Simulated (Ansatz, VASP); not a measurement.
# GaAs in two plane-wave programs, part 2 of 2

Wanted: the spread between two codes on one cell, functional and k mesh.

VASP 6.6.1 and Ansatz 0.2.0.

So far: Set-up; VASP: band structure, HSE06.

**3. Ansatz: band structure, HSE06**

Level of this step: Ansatz beside VASP: Kohn-Sham DFT, plane waves, HSE06 (Ansatz).

Ansatz runs on its default PAW (the set named soft_2) files.

The same cell, functional, mesh and smearing now go to Ansatz, which takes its cutoff from its data sets.

Input file input.yaml:

```yaml
crystal:
  lattice:
    - [0.0, 2.82685, 2.82685]
    - [2.82685, 0.0, 2.82685]
    - [2.82685, 2.82685, 0.0]
  atoms:
    - { symbol: As, position: [0.75, 0.75, 0.75] }
    - { symbol: Ga, position: [0.0, 0.0, 0.0] }
hamiltonian:
  xc: { exchange: pbe, correlation: pbe, exx: { coeff: 0.25, omega: 0.2 } }
  pseudopotentials: { kind: paw }
kpoints:
  mp_grid: { grid: [5, 5, 5] }
  band_path:
    path:
      - [0.0, 0.0, 0.0]
      - [0.5, 0.0, 0.5]
      - [0.5, 0.22222, 0.72222]
      - [0.40278, 0.34722, 0.75]
      - [0.125, 0.125, 0.25]
      - [0.27778, 0.27778, 0.27778]
      - [0.55556, 0.38889, 0.55556]
      - [0.58333, 0.25, 0.66667]
      - [0.5, 0.30556, 0.69444]
      - [0.48611, 0.48611, 0.52778]
      - [0.625, 0.25, 0.625]
      - [0.5, 0.0, 0.5]
    npoints: 1
scf:
  occupations: { method: gaussian, width: 0.03 }
  n_extra_bands: 7
output:
  forces: true
  stress: true
  eigenvalues: true
```

Launch:

```bash
$ ansatz run input.yaml --threads 4 --pin off --max-ram 9216MiB --backend cpu --events-out ev --progress --plain --runs-dir out
```

Numbers of over 12 decimals in the logs are rounded to 6 here.

The program printed:

```text
Warning: output.stress: scf.convergence.dr2_threshold = 1e-7 eV (the SCF's general default) is looser than the 2e-10 eV advised for a printed stress (1e-10 eV for each atom of the cell: 2). What an SCF threshold leaves in a stress goes as its square root, and in the free energy as the threshold itself, and one threshold admits the most on a small cell: [figures from the program's tests cut] Set scf.convergence.dr2_threshold to 2e-10 eV or tighter. The threshold is an SCF's pass mark: one that does not reach it within its budget of iterations ends unconverged, or closes short of it on a stop that the run arms, and scf.convergence.dr2_threshold's page says what that costs each kind of run
Warning: output.stress: scf.exx.energy_threshold = 1e-6 eV is looser than the 2e-8 eV advised for a stress under a hybrid functional (1e-8 eV for each atom of the cell: 2). Every SCF of the exchange loop can meet its threshold on dr2 while the loop round them stops early: no threshold on dr2 bounds what that leaves in the stress. Set scf.exx.energy_threshold to 2e-8 eV or tighter. The threshold is the loop's pass mark: a loop that does not reach it within its budget of cycles ends unconverged, and scf.exx.energy_threshold's page has the law
scf.n_extra_bands = 7 over 14 filled bands (N_el = 28.0): the run solves 21 bands
Engine: ansatz 0.2.0, x86_64-unknown-linux-gnu
Pseudopotentials: kind: paw
Pseudopotential: As, paw, valence charge 15, recommended cutoff 420 eV (normal), As.paw.azcp
Pseudopotential: Ga, paw, valence charge 13, recommended cutoff 420 eV (normal), Ga.paw.azcp
Functional definition: unnamed
  parameter a_1 = 0.25
  parameter omega_1 = 0.2/angstrom
  exchange = pbe_x + (-a_1)*pbe_x_sr(omega_1) + a_1*exact_x_sr(omega_1)
  correlation = pbe_c
Crystal: 2 atoms, lattice volume = 45.179 Å³
Basis set: ecut = 420 eV, 893 PW (Γ), exchange–correlation on 54×54×54 points (8 copies of the dense FFT grid, shifted against one another)
Bands: 21, of which v1, the nominal top of the filled ones, is band 14 counted from 1 (13 counted from 0)
Symmetry: 24 space group operations
Space group: F-43m (ITA 216), of the structure as read, at distance tolerance 3.6e-5 Å
k-points: 10 of 125 (time reversal used)
Non-local potential: As, projectors of the file, l = 0: 2, l = 1: 2, l = 2: 3, l = 3: 1
Non-local potential: Ga, projectors of the file, l = 0: 2, l = 1: 2, l = 2: 3, l = 3: 1
PAW form: soft (Blöchl's): semilocal exchange-correlation on the pseudo side does not see the compensation charge
PAW frozen core: As, regenerated for the run's functional, and the local potential with it (the file was generated under x = pbe(κ = 0.804, μ = 0.219515), c = pbe(β = 0.066725))
PAW frozen core: Ga, regenerated for the run's functional, and the local potential with it (the file was generated under x = pbe(κ = 0.804, μ = 0.219515), c = pbe(β = 0.066725))
PAW one-centre angular grid: As, 590 points (default); XC on 64 Gauss nodes
PAW one-centre angular grid: Ga, 590 points (default); XC on 64 Gauss nodes
Initial density: superposition of atomic densities (neutral atoms: chi_scale 0, normalization atom), corrected by the library's trained network
Initial wavefunctions: pseudopotential atomic-orbital guess
Functional: x = pbe(κ = 0.804, μ = 0.219515), c = pbe(β = 0.066725), warm-up for x = pbe(κ = 0.804, μ = 0.219515) + 0.25 (exact − pbe) at short range (hse, ω = 0.2 Å⁻¹), c = pbe(β = 0.066725)
SCF iter   1: F=—  HF=-8639.776933 eV  |F-HF|=—  |Δ(HF+E_count)|=         —  Δρ=1.13e-3  dr2=7.75e-4  ethr=1.77e-3  ⟨swp⟩=8.6  Hψ=900  notcnv=0
preconditioner: auto → none  [insulator: Δε(μ)=0.511 eV  Ē_g=17.979 eV  σ=0.030 eV  W_gap=1.00  n_scr=14 (ndim 8)  ℏωp=23.4 eV  f_vac=0.086  D(μ)=0.00/eV (n_scr^D=0)]
SCF iter   2: F=—  HF=-8639.776858 eV  |F-HF|=—  |Δ(HF+E_count)|=   7.42e-5  Δρ=3.32e-4  dr2=7.77e-5  ethr=2.77e-6  ⟨swp⟩=4.2  Hψ=649  notcnv=0  defer=1
SCF iter   3: F=-8639.776875 eV  HF=-8639.776860 eV  |F-HF|=1.50e-5  |Δ(HF+E_count)|=   1.85e-6  Δρ=2.11e-4  dr2=1.40e-5  ethr=2.78e-7  ⟨swp⟩=3.0  Hψ=436  notcnv=0
SCF 1 stopped early in 3 iterations: F = -8639.776875 eV  dr2 = 1.40e-5
  greatest PAW one-centre occupation: 0.999 electrons in one spin orbital (limit 2), on the As atom at site 0 (counted from 0), in its partial waves of l = 2
Initial density: handed on by an earlier stage of this run
Initial wavefunctions: those handed on with the density
Functional: x = pbe(κ = 0.804, μ = 0.219515) + 0.25 (exact − pbe) at short range (hse, ω = 0.2 Å⁻¹), c = pbe(β = 0.066725)
Exchange kernel: α = 0.2500, screened, ω = 0.2000 Å⁻¹, Wigner–Seitz truncation, v(0) = 1126.2928 eV·Å³, q-mesh 5×5×5, nearest image of the exchange supercell L = 19.99 Å, pair-density grid 15×15×15, without the augmentation charges, whose exchange is taken in its separable form by FFT convolution over the k-point mesh (sized by the pseudopotential files, 24×24×24 at the most), smooth part of the exact exchange by density-matrix convolution
Frozen-core exchange: fock
SCF iter   1: F=—  HF=-8641.566749 eV  |F-HF|=—  |Δ(HF+E_count)|=         —  Δρ=1.32e-2  dr2=3.01e-2  ethr=5.01e-7  ⟨swp⟩=6.9  Hψ=1056  notcnv=0
preconditioner: auto → none  [insulator: Δε(μ)=1.351 eV  Ē_g=20.815 eV  σ=0.030 eV  W_gap=1.00  n_scr=14 (ndim 8)  ℏωp=23.4 eV  f_vac=0.083  D(μ)=0.00/eV (n_scr^D=0)]
SCF iter   2: F=—  HF=-8641.546359 eV  |F-HF|=—  |Δ(HF+E_count)|=   2.04e-2  Δρ=2.89e-3  dr2=2.35e-3  ethr=5.01e-7  ⟨swp⟩=4.0  Hψ=725  notcnv=0
SCF iter   3: F=—  HF=-8641.554759 eV  |F-HF|=—  |Δ(HF+E_count)|=   8.40e-3  Δρ=3.14e-3  dr2=1.46e-3  ethr=5.01e-7  ⟨swp⟩=4.0  Hψ=705  notcnv=0
SCF iter   4: F=—  HF=-8641.554616 eV  |F-HF|=—  |Δ(HF+E_count)|=   1.43e-4  Δρ=1.13e-3  dr2=2.48e-4  ethr=5.01e-7  ⟨swp⟩=3.9  Hψ=508  notcnv=0
iter 5 solved again at ethr=3.73e-9 eV; its pass at ethr=5.01e-7 eV (dr2=1.04e-6 eV) is discarded
SCF iter   5: F=—  HF=-8641.554628 eV  |F-HF|=—  |Δ(HF+E_count)|=   1.16e-5  Δρ=3.56e-5  dr2=1.41e-5  ethr=3.73e-9  ⟨swp⟩=4.0  Hψ=876  notcnv=0
SCF iter   6: F=—  HF=-8641.554802 eV  |F-HF|=—  |Δ(HF+E_count)|=   1.74e-4  Δρ=2.11e-4  dr2=8.05e-6  ethr=3.73e-9  ⟨swp⟩=4.2  Hψ=634  notcnv=0  defer=1
SCF iter   7: F=-8641.554795 eV  HF=-8641.554796 eV  |F-HF|=2.76e-7  |Δ(HF+E_count)|=   6.72e-6  Δρ=1.83e-5  dr2=2.35e-7  ethr=3.73e-9  ⟨swp⟩=4.0  Hψ=498  notcnv=0
SCF 2 stopped early in 7 iterations: F = -8641.554795 eV  dr2 = 2.35e-7
hybrid outer 1: dexx = +9.914e-3 eV, tail = 6.22e-5 eV
Exchange kernel: α = 0.2500, screened, ω = 0.2000 Å⁻¹, Wigner–Seitz truncation, v(0) = 1126.2928 eV·Å³, q-mesh 5×5×5, nearest image of the exchange supercell L = 19.99 Å, pair-density grid 15×15×15, without the augmentation charges, whose exchange is taken in its separable form by FFT convolution over the k-point mesh (sized by the pseudopotential files, 24×24×24 at the most), smooth part of the exact exchange by density-matrix convolution
Frozen-core exchange: fock
SCF iter   1: F=—  HF=-8641.554887 eV  |F-HF|=—  |Δ(HF+E_count)|=         —  Δρ=6.86e-5  dr2=1.93e-6  ethr=1.11e-6  ⟨swp⟩=3.6  Hψ=442  notcnv=0
preconditioner: auto → none  [insulator: Δε(μ)=1.452 eV  Ē_g=20.634 eV  σ=0.030 eV  W_gap=1.00  n_scr=14 (ndim 8)  ℏωp=23.4 eV  f_vac=0.080  D(μ)=0.00/eV (n_scr^D=0)]
SCF iter   2: F=—  HF=-8641.554888 eV  |F-HF|=—  |Δ(HF+E_count)|=   5.30e-7  Δρ=2.73e-5  dr2=2.73e-7  ethr=5.32e-9  ⟨swp⟩=4.0  Hψ=612  notcnv=0
SCF iter   3: F=—  HF=-8641.554888 eV  |F-HF|=—  |Δ(HF+E_count)|=   6.40e-7  Δρ=1.50e-5  dr2=1.05e-7  ethr=5.58e-10  ⟨swp⟩=3.1  Hψ=499  notcnv=0  defer=1
SCF iter   4: F=—  HF=-8641.554888 eV  |F-HF|=—  |Δ(HF+E_count)|=   2.19e-8  Δρ=1.53e-6  dr2=2.12e-9  ethr=3.25e-10  ⟨swp⟩=3.1  Hψ=391  notcnv=0
SCF iter   5: F=-8641.554888 eV  HF=-8641.554888 eV  |F-HF|=1.94e-9  |Δ(HF+E_count)|=   6.04e-9  Δρ=5.45e-7  dr2=1.50e-9  ethr=2.23e-12  ⟨swp⟩=4.1  Hψ=651  notcnv=0
SCF 3 converged in 5 iterations: F = -8641.554888 eV  dr2 = 1.50e-9
  Residual-converged pass: ⟨swp⟩=2.0  Hψ=231  notcnv=0  max |occ|·‖R‖ = 2.4e-6 eV (tolerance 2.4e-6 eV)  dr2=1.50e-9  dr2_onsite=2.73e-9  max |Δocc| = 2.5e-267
hybrid outer 2: dexx = +8.081e-7 eV, tail = 3.50e-8 eV, Δε = 2.90e-3 eV (about 1.08e-4 eV left of the loop's levels)
NSCF: frozen V_eff on 12 k-points
hybrid SCF converged: 2 outer / 12 inner (+3 warm-up), last move |dexx| = 8.08e-7 eV, tail = 3.50e-8 eV
Stability not checked: this state was not tested for a lower state beside it, because the functional holds exact exchange (a hybrid, or Hartree-Fock), whose exchange loop this test does not read (fock_operator; see scf.lower_state_search)
Free energy (F): -8641.554888 eV
Frozen-core exchange: fock
Harris-Foulkes:  -8641.554888 eV  (|F-HF|=1.94e-9)
Internal energy: -8641.554888 eV  (E = F + TS)
E sigma→0 (E₀):  -8641.554888 eV
Fermi energy:    8.499952 eV
--- Per-component energies (eV) ---
  E_band       = -387.630918
  E_kinetic    = 217.828112
  E_local      = -3920.266114  (includes V_loc(G=0)·N_el)
  E_nonlocal   = -244.608267
  E_hartree    = 1979.986587
  E_xc         = -119.156229
  E_vxc        = -109.820043  (∫ρ·V_xc dr)
  E_exx        = -109.810778  (= α·E_x^exact, valence–valence)
  E_paw        = -3746.153409  (= ΣΔE_a)
  E_vpaw       = -71.116298  (= ΣTr[D̂ρ^β])
  E_aug_tail   = -0.000141  (compensation charges beyond the density's cutoff)
  E_ewald      = -2698.727786
  E_core_change = -0.646862  (= ΣΔE_core)
  E_smearing   = -0.000000  (= −TS)
  E_closure    = -0.000000  (closes the sum)
  Σ components = -8641.554888   (vs F -8641.554888, Δ=0.00e0)
--- Forces (eV/Å), atoms counted from 1 ---
  atom   1  As     0.00000000     0.00000000     0.00000000
  atom   2  Ga    -0.00000000     0.00000000    -0.00000000
  max |Σ_I F_I| component: 2.17e-16 eV/Å
--- Stress (GPa, compression-positive) ---
        1.169001       0.000000      -0.000000
        0.000000       1.169001       0.000000
        0.000000       0.000000       1.169001
  P = ⅓ Tr σ = 1.1690 GPa (11.690 kbar)
--- Band table (eV; the first three rows and the last of 10) ---
  k-point 0: bands = [... 10 lower, -6.1830, 7.7732, 7.7732, 7.7732, 9.2260, 12.3282, 12.3282, 12.3282, ... 3 higher]
  k-point 1: bands = [... 10 lower, -5.6926, 4.3259, 7.2407, 7.2407, 10.1997, 13.0710, 13.0710, 13.8684, ... 3 higher]
  k-point 2: bands = [... 10 lower, -4.5494, 1.1148, 6.6259, 6.6259, 9.6473, 13.2972, 13.2972, 16.4508, ... 3 higher]
  k-point 9: bands = [... 10 lower, -3.6804, 0.8909, 3.8897, 4.9103, 12.4823, 12.8861, 13.7479, 17.1001, ... 3 higher]
```

It took 31 s on 4 threads of AMD EPYC 9R14 (Zen 4), shared host; peak memory 1.1 GiB; 1.9 min of CPU time.

Reading the cycles: dr2 is the Hartree energy of the density residual (eV), the measure of convergence; HF is the Harris–Foulkes estimate of the energy, which meets the free energy F at convergence.

**4. Side by side**

Known differences besides the PAW data sets themselves: exact exchange at q = 0 is treated differently, which shows on coarse meshes; VASP keeps PBE cores, Ansatz makes them for the functional; the data sets hold 28 valence electrons in Ansatz (default PAW (the set named soft_2) files) and 18 in VASP; the cutoff is 420 eV in Ansatz and 350 eV in VASP; VASP takes a coarser grid for exact exchange (PRECFOCK = Fast). Total energies have different zeros and are not compared.

The two programs side by side:

| quantity | Ansatz | VASP | difference |
| --- | --- | --- | --- |
| gap over the path points (eV) | 1.453 | 1.449 | +0.004 |

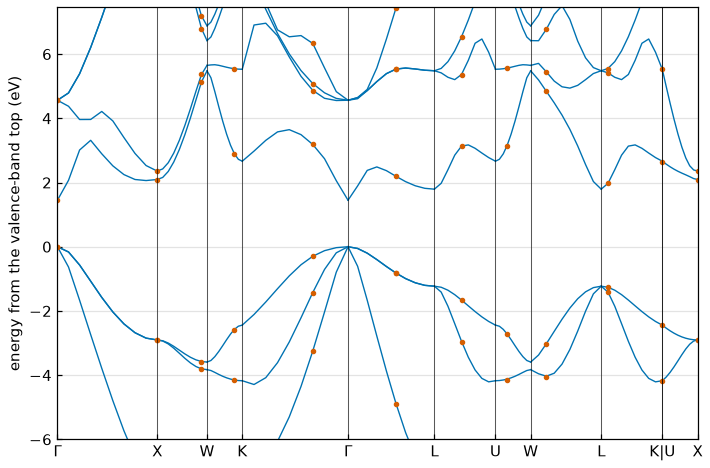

Bands from VASP (lines) and levels from Ansatz (dots). Dots without a line are higher empty bands that the VASP plot leaves out.

Levels at points of the path, from each program's valence-band top (eV; 3 filled, then empty):

| k (reciprocal lattice) | Ansatz | VASP |
| --- | --- | --- |
| 0.000 0.000 0.000 | 0.00 0.00 0.00 1.45 4.55 4.55 | 0.00 0.00 0.00 1.45 4.56 4.56 |
| 0.500 0.000 0.500 | -7.39 -2.91 -2.91 2.08 2.35 11.55 | -7.38 -2.90 -2.90 2.09 2.36 11.54 |
| 0.500 0.222 0.722 | -7.18 -3.82 -3.59 5.13 5.37 6.79 | -7.17 -3.80 -3.58 5.13 5.37 6.80 |
| 0.403 0.347 0.750 | -7.17 -4.17 -2.58 2.88 5.54 8.62 | -7.16 -4.15 -2.58 2.89 5.54 8.62 |
| 0.125 0.125 0.250 | -3.25 -1.43 -0.30 3.19 4.87 5.08 | -3.25 -1.43 -0.30 3.19 4.87 5.08 |
| 0.278 0.278 0.278 | -4.89 -0.82 -0.82 2.19 5.53 5.53 | -4.89 -0.82 -0.82 2.19 5.53 5.53 |
| 0.556 0.389 0.556 | -7.08 -2.96 -1.67 3.13 5.36 6.54 | -7.07 -2.95 -1.66 3.13 5.37 6.54 |
| 0.583 0.250 0.667 | -7.17 -4.14 -2.73 3.15 5.56 8.23 | -7.16 -4.12 -2.72 3.16 5.57 8.23 |
| 0.500 0.306 0.694 | -7.08 -4.05 -3.03 4.84 5.44 6.78 | -7.07 -4.03 -3.02 4.84 5.45 6.78 |
| 0.486 0.486 0.528 | -7.21 -1.42 -1.27 1.97 5.41 5.55 | -7.20 -1.41 -1.26 1.98 5.42 5.55 |

Among the levels compared (up to four filled and three empty ones at each point), filled levels agree within 14 meV and empty ones within 13 meV.

**5. Outcome**

```
difference in gap over the path points (band structure, HSE06) : 0.0042 eV
```

**Reading.** The difference in gap over the path points is 0.0042 eV (band structure, HSE06), within the 0.08 eV picked in this series as the mark of a large difference. Differences of this kind measure data sets and numerical settings, not the functional's error against experiment.

[Lines on the potential files, build, host, timing and source positions are cut from VASP's logs without a mark.]

[Logs are printed without paths, hosts, clocks, repeated set-up lines and the standing remarks that a program may print on its own settings, such as how far it seeks lower states.]

[Hosts, paths, dates, database ids (printed as entryN), source tags and the programs' standing remarks are cut or masked in the printed files.]
